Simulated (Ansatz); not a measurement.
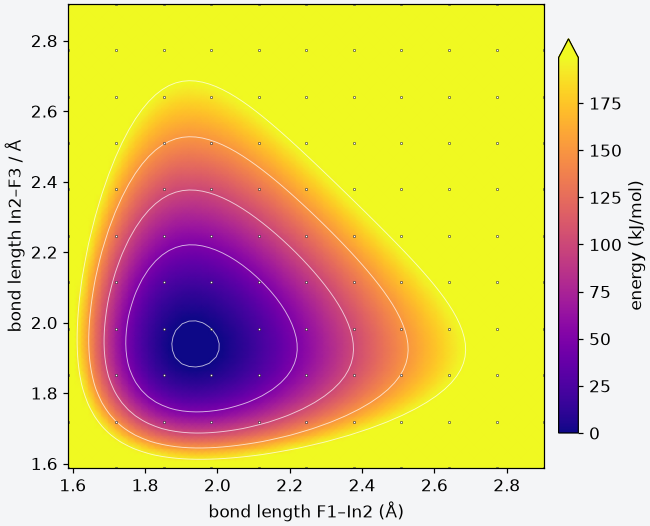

ClF2In, SMILES [F][In]([F])[Cl]. 
- Coordinates scanned: (1) bond length F1–In2; (2) bond length In2–F3.
- Nothing is relaxed (all other coordinates rigid).
- The grid has 11 × 11 points; 66 points were computed and 55 follow by symmetry.
- All energies are given in kJ/mol relative to the lowest grid point.
- The reference is spin-restricted, which grows unreliable where a bond is stretched far.
- These are results of RKS B3LYP-D4/def2-TZVP in Ansatz, not measurements.

In the figure: a smooth colour map with a few white contour lines, dots at the grid points, one colour for all values above the top of the scale. Between grid points the surface is interpolated.

Question: Where is the minimum, and how stiff is the well along each coordinate?

Answer: The interpolated minimum is at bond length F1–In2 ≈ 1.937 Å, bond length In2–F3 ≈ 1.937 Å. The curvatures there are about 22 eV/Å² and 22 eV/Å², with a cross term of about 0.8 eV/Å². Round the minimum the contours are nearly round: the two directions are equally stiff and uncoupled. (1 eV is 96.5 kJ/mol.)
